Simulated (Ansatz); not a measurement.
# Al₂ (triplet): wB97M-V, B2PLYP over vertical spin and charge gaps, def2-QZVPP

How well do these functionals follow the top wave-function level for Al₂ (triplet) over vertical spin and charge gaps?

Computed with Ansatz 0.2.0, Gaussian basis. Level: def2-QZVPP, all electrons in the functionals, frozen cores in the correlation of double hybrids and RPA.

The runs, in order: wB97M-V, B2PLYP, at charge 0, triplet; charge 0, singlet; charge 0, quintet; charge 1, doublet; charge 1, quartet.

2 further runs of the same task are left out: 2 set aside as unsound or not needed.

## Step 1: The system

The geometry is a PBE0/def2-TZVP stationary point (not a proven minimum).

2 atoms, charge 0, spin multiplicity 3.

Atoms are counted from 1 here; the program's logs count them from 0.

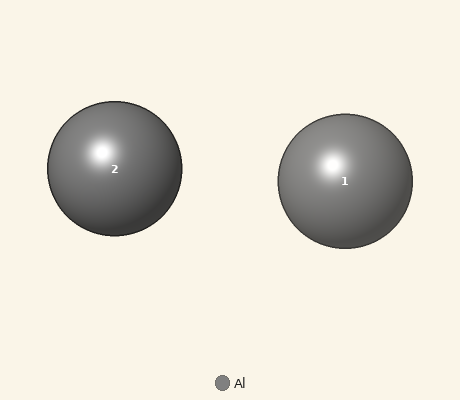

The geometry (aluminium grey); atoms are numbered from 1 in the order of the file.

No dispersion term is added; wB97M-V holds VV10 nonlocal correlation.

The geometry shown and the zero of energy belong to the point charge 0, triplet. The yardstick, UCCSD(T), and other wave-function levels (R restricted, U unrestricted, valence and pair active spaces) come from earlier runs.

## Step 2: wB97M-V, charge 0, triplet

The input, in.yaml:

```yaml
crystal:
  periodic: [false, false, false]
  atoms:
    - {symbol: Al, position_ang: [0.000000, 0.000000, 0.000000]}
    - {symbol: Al, position_ang: [0.000000, 0.000000, 2.478843]}
basis:
  gaussian: {orbitals: "def2-QZVPP.json"}
magnetization: {spin_polarized: true, initial_magnetization: 2}
hamiltonian: {xc: {name: wB97M-V}}
output: {orbitals: {seedname: orbitals}}
```

Started as:

```bash
$ ansatz run in.yaml --threads 2 --pin off --events-out ev --progress --plain --max-ram 24576MiB --backend cuda --devices 0, --max-vram 18GiB
```

The log of the run, shortened:

```text
Functional definition: wB97M-V
  name "wB97M-V"
  cite "Mardirossian & Head-Gordon, J. Chem. Phys. 144, 214110 (2016) doi:10.1063/1.4952647"
  cite "Becke, J. Chem. Phys. 107, 8554 (1997) doi:10.1063/1.475007"
  cite "Vydrov & Van Voorhis, J. Chem. Phys. 133, 244103 (2010) doi:10.1063/1.3521275"
  # Of w^i u^j: cxij and so on, Table III.
[...]
  gx(w, u) = 1 - cx + cx01*u + cx10*w
  gss(w, u) = css00 + css04*u^4 + css10*w + css20*w^2 + css43*w^4*u^3
  gos(w, u) = cos00 + cos10*w + (cos20 + cos21*u)*w^2 + (cos60 + cos61*u)*w^6
[...]
      + integral(e_c_pw_mod_opposite_spin*gos(b97_w_opposite, b97_u_opposite)) + vv10(b, c)
716 factors; their error is unknown
180 factors; integrals over basis functions are off by at most 3.5e-5 eV
[...]
mean field -13190.92510874 eV, -484.7575566161 hartree, gradient 4.5e-6 eV, S^2 2.002594; 2 other end points of the search recorded, 0 dependent functions left out
reference -13190.92514563 eV, -484.7575579716 hartree; 14, 12 occupied and 126, 128 virtual orbitals, 716 factors
Total energy: -13190.92514563 eV, -484.7575579716 hartree
```

Run time: 7.5 s. Hardware: 1 × H100 (card shared with other runs) with 2 threads of AMD EPYC 7R13, shared host; peak host memory 0.89 GiB.

From the report: ⟨S²⟩ of the determinant 2.003 (pure triplet: 2.00).

## Step 3: wB97M-V, charge 0, singlet

in.yaml: that of step 2 with these lines changed.

```diff
@@ -7,3 +7,3 @@
   gaussian: {orbitals: "def2-QZVPP.json"}
-magnetization: {spin_polarized: true, initial_magnetization: 2}
+magnetization: {spin_polarized: true, initial_magnetization: 0}
 hamiltonian: {xc: {name: wB97M-V}}
```

Same command.

The log of the run, shortened:

```text
Functional definition: wB97M-V
  name "wB97M-V"
  cite "Mardirossian & Head-Gordon, J. Chem. Phys. 144, 214110 (2016) doi:10.1063/1.4952647"
  cite "Becke, J. Chem. Phys. 107, 8554 (1997) doi:10.1063/1.475007"
  cite "Vydrov & Van Voorhis, J. Chem. Phys. 133, 244103 (2010) doi:10.1063/1.3521275"
  # Of w^i u^j: cxij and so on, Table III.
[...]
  gx(w, u) = 1 - cx + cx01*u + cx10*w
  gss(w, u) = css00 + css04*u^4 + css10*w + css20*w^2 + css43*w^4*u^3
  gos(w, u) = cos00 + cos10*w + (cos20 + cos21*u)*w^2 + (cos60 + cos61*u)*w^6
[...]
      + integral(e_c_pw_mod_opposite_spin*gos(b97_w_opposite, b97_u_opposite)) + vv10(b, c)
716 factors; their error is unknown
180 factors; integrals over basis functions are off by at most 3.5e-5 eV
[...]
mean field -13190.67649045 eV, -484.7484200625 hartree, gradient 4.7e-6 eV, S^2 1.010495; 9 other end points of the search recorded, 0 dependent functions left out
reference -13190.67652703 eV, -484.7484214068 hartree; 13, 13 occupied and 127, 127 virtual orbitals, 716 factors
Total energy: -13190.67652703 eV, -484.7484214068 hartree
```

Wall time 16 s (1 × H100 (card shared with other runs) with 2 threads of AMD EPYC 7R13, shared host); peak host memory 0.88 GiB.

From the report: ⟨S²⟩ of the determinant 1.010 (pure singlet: 0.00). The determinant is far from a pure spin state, so its energy mixes those of several spin states (harmless only where they are near-degenerate, as at dissociation).

From charge 0, triplet: +5.7 kcal/mol.

## Step 4: wB97M-V, charge 0, quintet

in.yaml: that of step 3 with these lines changed.

```diff
@@ -7,3 +7,3 @@
   gaussian: {orbitals: "def2-QZVPP.json"}
-magnetization: {spin_polarized: true, initial_magnetization: 0}
+magnetization: {spin_polarized: true, initial_magnetization: 4}
 hamiltonian: {xc: {name: wB97M-V}}
```

Launched as before.

The log of the run, shortened:

```text
Functional definition: wB97M-V
  name "wB97M-V"
  cite "Mardirossian & Head-Gordon, J. Chem. Phys. 144, 214110 (2016) doi:10.1063/1.4952647"
  cite "Becke, J. Chem. Phys. 107, 8554 (1997) doi:10.1063/1.475007"
  cite "Vydrov & Van Voorhis, J. Chem. Phys. 133, 244103 (2010) doi:10.1063/1.3521275"
  # Of w^i u^j: cxij and so on, Table III.
[...]
  gx(w, u) = 1 - cx + cx01*u + cx10*w
  gss(w, u) = css00 + css04*u^4 + css10*w + css20*w^2 + css43*w^4*u^3
  gos(w, u) = cos00 + cos10*w + (cos20 + cos21*u)*w^2 + (cos60 + cos61*u)*w^6
[...]
      + integral(e_c_pw_mod_opposite_spin*gos(b97_w_opposite, b97_u_opposite)) + vv10(b, c)
716 factors; their error is unknown
180 factors; integrals over basis functions are off by at most 3.5e-5 eV
[...]
mean field -13188.93777145 eV, -484.6845233177 hartree, gradient 3.4e-5 eV, S^2 6.000219; 2 other end points of the search recorded, 0 dependent functions left out
reference -13188.93780648 eV, -484.6845246050 hartree; 15, 11 occupied and 125, 129 virtual orbitals, 716 factors
Total energy: -13188.93780648 eV, -484.6845246050 hartree
```

Run time: 20 s. Hardware: 1 × H100 (card shared with other runs) with 2 threads of AMD EPYC 7R13, shared host; peak host memory 0.86 GiB.

From the report: ⟨S²⟩ of the determinant 6.000 (pure quintet: 6.00).

From charge 0, triplet: +45.8 kcal/mol.

## Step 5: wB97M-V, charge 1, doublet

in.yaml: that of step 4 with these lines changed.

```diff
@@ -7,3 +7,4 @@
   gaussian: {orbitals: "def2-QZVPP.json"}
-magnetization: {spin_polarized: true, initial_magnetization: 4}
+total_charge: 1
+magnetization: {spin_polarized: true, initial_magnetization: 1}
 hamiltonian: {xc: {name: wB97M-V}}
```

The command is unchanged.

The log of the run, shortened:

```text
Functional definition: wB97M-V
  name "wB97M-V"
  cite "Mardirossian & Head-Gordon, J. Chem. Phys. 144, 214110 (2016) doi:10.1063/1.4952647"
  cite "Becke, J. Chem. Phys. 107, 8554 (1997) doi:10.1063/1.475007"
  cite "Vydrov & Van Voorhis, J. Chem. Phys. 133, 244103 (2010) doi:10.1063/1.3521275"
  # Of w^i u^j: cxij and so on, Table III.
[...]
  gx(w, u) = 1 - cx + cx01*u + cx10*w
  gss(w, u) = css00 + css04*u^4 + css10*w + css20*w^2 + css43*w^4*u^3
  gos(w, u) = cos00 + cos10*w + (cos20 + cos21*u)*w^2 + (cos60 + cos61*u)*w^6
[...]
      + integral(e_c_pw_mod_opposite_spin*gos(b97_w_opposite, b97_u_opposite)) + vv10(b, c)
716 factors; their error is unknown
180 factors; integrals over basis functions are off by at most 3.5e-5 eV
[...]
mean field -13184.55808565 eV, -484.5235728333 hartree, gradient 1.4e-6 eV, S^2 0.751163; 2 other end points of the search recorded, 0 dependent functions left out
reference -13184.55813169 eV, -484.5235745251 hartree; 13, 12 occupied and 127, 128 virtual orbitals, 716 factors
Total energy: -13184.55813169 eV, -484.5235745251 hartree
```

It took 6.5 s on 1 × H100 (card shared with other runs) with 2 threads of AMD EPYC 7R13, shared host; peak host memory 0.88 GiB.

From the report: ⟨S²⟩ of the determinant 0.751 (pure doublet: 0.75).

From charge 0, triplet: +146.8 kcal/mol.

## Step 6: wB97M-V, charge 1, quartet

in.yaml: that of step 5 with these lines changed.

```diff
@@ -8,3 +8,3 @@
 total_charge: 1
-magnetization: {spin_polarized: true, initial_magnetization: 1}
+magnetization: {spin_polarized: true, initial_magnetization: 3}
 hamiltonian: {xc: {name: wB97M-V}}
```

Same command.

The log of the run, shortened:

```text
Functional definition: wB97M-V
  name "wB97M-V"
  cite "Mardirossian & Head-Gordon, J. Chem. Phys. 144, 214110 (2016) doi:10.1063/1.4952647"
  cite "Becke, J. Chem. Phys. 107, 8554 (1997) doi:10.1063/1.475007"
  cite "Vydrov & Van Voorhis, J. Chem. Phys. 133, 244103 (2010) doi:10.1063/1.3521275"
  # Of w^i u^j: cxij and so on, Table III.
[...]
  gx(w, u) = 1 - cx + cx01*u + cx10*w
  gss(w, u) = css00 + css04*u^4 + css10*w + css20*w^2 + css43*w^4*u^3
  gos(w, u) = cos00 + cos10*w + (cos20 + cos21*u)*w^2 + (cos60 + cos61*u)*w^6
[...]
      + integral(e_c_pw_mod_opposite_spin*gos(b97_w_opposite, b97_u_opposite)) + vv10(b, c)
716 factors; their error is unknown
180 factors; integrals over basis functions are off by at most 3.5e-5 eV
[...]
mean field -13182.32703735 eV, -484.4415833203 hartree, gradient 3.3e-6 eV, S^2 3.750841; 3 other end points of the search recorded, 0 dependent functions left out
reference -13182.32708320 eV, -484.4415850054 hartree; 14, 11 occupied and 126, 129 virtual orbitals, 716 factors
Total energy: -13182.32708320 eV, -484.4415850054 hartree
```

Wall time 6.5 s (1 × H100 (card shared with other runs) with 2 threads of AMD EPYC 7R13, shared host); peak host memory 0.88 GiB.

From the report: ⟨S²⟩ of the determinant 3.751 (pure quartet: 3.75).

From charge 0, triplet: +198.3 kcal/mol.

## Step 7: B2PLYP, charge 0, triplet

The input, in.yaml:

```yaml
crystal:
  periodic: [false, false, false]
  atoms:
    - {symbol: Al, position_ang: [0.000000, 0.000000, 0.000000]}
    - {symbol: Al, position_ang: [0.000000, 0.000000, 2.478843]}
basis:
  gaussian: {orbitals: "def2-QZVPP.json"}
magnetization: {spin_polarized: true, initial_magnetization: 2}
hamiltonian: {xc: {name: B2PLYP}}
correlation: {electrons: outside_noble_gas}
```

Launched as before.

The log of the run, shortened:

```text
Functional definition: B2PLYP
  name "B2PLYP"
  cite "Grimme, J. Chem. Phys. 124, 034108 (2006) doi:10.1063/1.2148954"
  cite "Becke, Phys. Rev. A 38, 3098 (1988) doi:10.1103/PhysRevA.38.3098"
  cite "Lee, Yang & Parr, Phys. Rev. B 37, 785 (1988) doi:10.1103/PhysRevB.37.785"
[...]
826 factors; integrals over basis functions are off by at most 9.4e-4 eV
[...]
mean field -13184.44067300 eV, -484.5192579979 hartree, gradient 8.7e-8 eV, S^2 2.022106; 6 other end points of the search recorded, 0 dependent functions left out
10 core orbitals not correlated: weight in the atoms' cores, before any rotation towards them, 1.000 or more for the frozen orbitals, at most 0.000 for the correlated occupied ones
reference -13184.44078681 eV, -484.5192621804 hartree; 4, 2 occupied and 126, 128 virtual orbitals, 826 factors
second order -3.64047374 eV of doubles, -0.00000000 eV of singles
Total energy: -13185.42371472 eV, -484.5553841148 hartree
```

Run time: 6 s. Hardware: 1 × H100 (card shared with other runs) with 2 threads of AMD EPYC 7R13, shared host; peak host memory 0.83 GiB.

From the report: ⟨S²⟩ of the determinant 2.022 (pure triplet: 2.00).

## Step 8: B2PLYP, charge 0, singlet

in.yaml: that of step 7 with these lines changed.

```diff
@@ -7,3 +7,3 @@
   gaussian: {orbitals: "def2-QZVPP.json"}
-magnetization: {spin_polarized: true, initial_magnetization: 2}
+magnetization: {spin_polarized: true, initial_magnetization: 0}
 hamiltonian: {xc: {name: B2PLYP}}
```

The command is unchanged.

The log of the run, shortened:

```text
Functional definition: B2PLYP
  name "B2PLYP"
  cite "Grimme, J. Chem. Phys. 124, 034108 (2006) doi:10.1063/1.2148954"
  cite "Becke, Phys. Rev. A 38, 3098 (1988) doi:10.1103/PhysRevA.38.3098"
  cite "Lee, Yang & Parr, Phys. Rev. B 37, 785 (1988) doi:10.1103/PhysRevB.37.785"
[...]
826 factors; integrals over basis functions are off by at most 9.4e-4 eV
[...]
mean field -13184.38846493 eV, -484.5173393866 hartree, gradient 1.3e-7 eV, S^2 1.093089; 12 other end points of the search recorded, 0 dependent functions left out
10 core orbitals not correlated: weight in the atoms' cores, before any rotation towards them, 1.000 or more for the frozen orbitals, at most 0.000 for the correlated occupied ones
reference -13184.38857926 eV, -484.5173435883 hartree; 3, 3 occupied and 127, 127 virtual orbitals, 826 factors
second order -3.26718786 eV of doubles, -0.00000000 eV of singles
Total energy: -13185.27071998 eV, -484.5497616619 hartree
```

Wall time 11 s (1 × H100 (card shared with other runs) with 2 threads of AMD EPYC 7R13, shared host); peak host memory 0.83 GiB.

From the report: ⟨S²⟩ of the determinant 1.093 (pure singlet: 0.00). The determinant is far from a pure spin state, so its energy mixes those of several spin states (harmless only where they are near-degenerate, as at dissociation).

From charge 0, triplet: +3.5 kcal/mol.

## Step 9: B2PLYP, charge 0, quintet

in.yaml: that of step 8 with these lines changed.

```diff
@@ -7,3 +7,3 @@
   gaussian: {orbitals: "def2-QZVPP.json"}
-magnetization: {spin_polarized: true, initial_magnetization: 0}
+magnetization: {spin_polarized: true, initial_magnetization: 4}
 hamiltonian: {xc: {name: B2PLYP}}
```

Launched as before.

The log of the run, shortened:

```text
Functional definition: B2PLYP
  name "B2PLYP"
  cite "Grimme, J. Chem. Phys. 124, 034108 (2006) doi:10.1063/1.2148954"
  cite "Becke, Phys. Rev. A 38, 3098 (1988) doi:10.1103/PhysRevA.38.3098"
  cite "Lee, Yang & Parr, Phys. Rev. B 37, 785 (1988) doi:10.1103/PhysRevB.37.785"
[...]
826 factors; integrals over basis functions are off by at most 9.4e-4 eV
[...]
mean field -13182.85818096 eV, -484.4611024881 hartree, gradient 2.6e-6 eV, S^2 6.000694; 4 other end points of the search recorded, 0 dependent functions left out
10 core orbitals not correlated: weight in the atoms' cores, before any rotation towards them, 1.000 or more for the frozen orbitals, at most 0.000 for the correlated occupied ones
reference -13182.85829296 eV, -484.4611066041 hartree; 5, 1 occupied and 125, 129 virtual orbitals, 826 factors
second order -3.26098570 eV of doubles, -0.00000000 eV of singles
Total energy: -13183.73875910 eV, -484.4934631379 hartree
```

Run time: 28 s. Hardware: 1 × H100 (card shared with other runs) with 2 threads of AMD EPYC 7R13, shared host; peak host memory 0.82 GiB.

From the report: ⟨S²⟩ of the determinant 6.001 (pure quintet: 6.00).

From charge 0, triplet: +38.9 kcal/mol.

## Step 10: B2PLYP, charge 1, doublet

in.yaml: that of step 9 with these lines changed.

```diff
@@ -7,3 +7,4 @@
   gaussian: {orbitals: "def2-QZVPP.json"}
-magnetization: {spin_polarized: true, initial_magnetization: 4}
+total_charge: 1
+magnetization: {spin_polarized: true, initial_magnetization: 1}
 hamiltonian: {xc: {name: B2PLYP}}
```

The command is unchanged.

The log of the run, shortened:

```text
Functional definition: B2PLYP
  name "B2PLYP"
  cite "Grimme, J. Chem. Phys. 124, 034108 (2006) doi:10.1063/1.2148954"
  cite "Becke, Phys. Rev. A 38, 3098 (1988) doi:10.1103/PhysRevA.38.3098"
  cite "Lee, Yang & Parr, Phys. Rev. B 37, 785 (1988) doi:10.1103/PhysRevB.37.785"
[...]
826 factors; integrals over basis functions are off by at most 9.4e-4 eV
[...]
mean field -13178.18126464 eV, -484.2892289834 hartree, gradient 3.2e-6 eV, S^2 0.779885; 8 other end points of the search recorded, 0 dependent functions left out
10 core orbitals not correlated: weight in the atoms' cores, before any rotation towards them, 1.000 or more for the frozen orbitals, at most 0.000 for the correlated occupied ones
reference -13178.18139042 eV, -484.2892336059 hartree; 3, 2 occupied and 127, 128 virtual orbitals, 826 factors
second order -2.95212865 eV of doubles, -0.00000000 eV of singles
Total energy: -13178.97846516 eV, -484.3185255622 hartree
```

It took 7.5 s on 1 × H100 (card shared with other runs) with 2 threads of AMD EPYC 7R13, shared host; peak host memory 0.83 GiB.

From the report: ⟨S²⟩ of the determinant 0.780 (pure doublet: 0.75).

From charge 0, triplet: +148.6 kcal/mol.

## Step 11: B2PLYP, charge 1, quartet

in.yaml: that of step 10 with these lines changed.

```diff
@@ -8,3 +8,3 @@
 total_charge: 1
-magnetization: {spin_polarized: true, initial_magnetization: 1}
+magnetization: {spin_polarized: true, initial_magnetization: 3}
 hamiltonian: {xc: {name: B2PLYP}}
```

Same command.

The log of the run, shortened:

```text
Functional definition: B2PLYP
  name "B2PLYP"
  cite "Grimme, J. Chem. Phys. 124, 034108 (2006) doi:10.1063/1.2148954"
  cite "Becke, Phys. Rev. A 38, 3098 (1988) doi:10.1103/PhysRevA.38.3098"
  cite "Lee, Yang & Parr, Phys. Rev. B 37, 785 (1988) doi:10.1103/PhysRevB.37.785"
[...]
826 factors; integrals over basis functions are off by at most 9.4e-4 eV
[...]
mean field -13176.44408922 eV, -484.2253889642 hartree, gradient 6.4e-7 eV, S^2 3.753901; 7 other end points of the search recorded, 0 dependent functions left out
10 core orbitals not correlated: weight in the atoms' cores, before any rotation towards them, 1.000 or more for the frozen orbitals, at most 0.000 for the correlated occupied ones
reference -13176.44421738 eV, -484.2253936739 hartree; 4, 1 occupied and 126, 129 virtual orbitals, 826 factors
second order -2.25034054 eV of doubles, -0.00000000 eV of singles
Total energy: -13177.05180932 eV, -484.2477222661 hartree
```

Wall time 13 s (1 × H100 (card shared with other runs) with 2 threads of AMD EPYC 7R13, shared host); peak host memory 0.83 GiB.

From the report: ⟨S²⟩ of the determinant 3.754 (pure quartet: 3.75).

From charge 0, triplet: +193.1 kcal/mol.

## Step 12: The comparison

No level is safe as a reference over these points; UCCSD(T) serves as a yardstick only. It comes from earlier runs at the same points. Energies in kcal/mol, counted from charge 0, triplet; blanks weren't run or aren't comparable.

```csv
level,triplet to singlet,triplet to quintet,ionisation to the doublet cation,ionisation to the quartet cation
UCCSD(T),,35.1,152.7,195.2
wB97M-V,5.7,45.8,146.8,198.3
B2PLYP,3.5,38.9,148.6,193.1
```

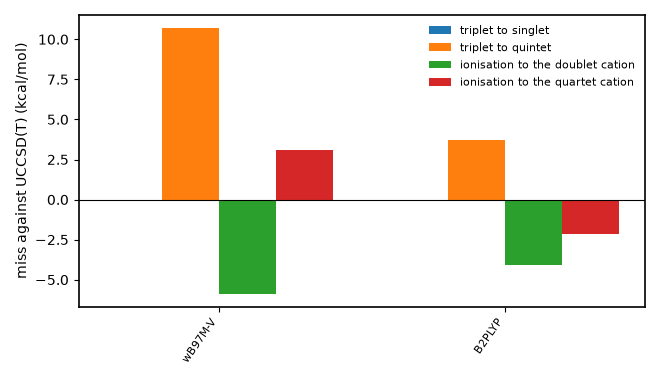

Misses of the gaps against UCCSD(T).

Largest miss and mean time a point (UCCSD(T) took 31 s a point; shared hosts):

```
  level  largest miss (kcal/mol)                             where  time a point
wB97M-V                    +10.7                triplet to quintet          11 s
 B2PLYP                     -4.1  ionisation to the doublet cation          13 s
```

## Step 13: Outcome

| quantity | value |
| --- | --- |
| triplet to quintet, UCCSD(T) | 35.1 kcal/mol |
| ionisation to the doublet cation, UCCSD(T) | 152.7 kcal/mol |
| ionisation to the quartet cation, UCCSD(T) | 195.2 kcal/mol |
| largest miss, wB97M-V | +10.7 kcal/mol (triplet to quintet) |
| largest miss, B2PLYP | -4.1 kcal/mol (ionisation to the doublet cation) |

In words: Misses are known at 3 of 4 points at best, and only functionals with that many are ranked. Of the functionals, B2PLYP keep the smallest largest miss at the points compared (at most 4.1 kcal/mol) and wB97M-V strays most (10.7 kcal/mol, at triplet to quintet). wB97M-V, B2PLYP clearly break the spin symmetry at some points (⟨S²⟩ up to 1.09 above the pure value), so energy there is bought with a mixed spin. Functionals and the yardstick converge differently with the basis, so part of each miss in def2-QZVPP is the basis. The yardstick itself may be off where one determinant is a poor start.
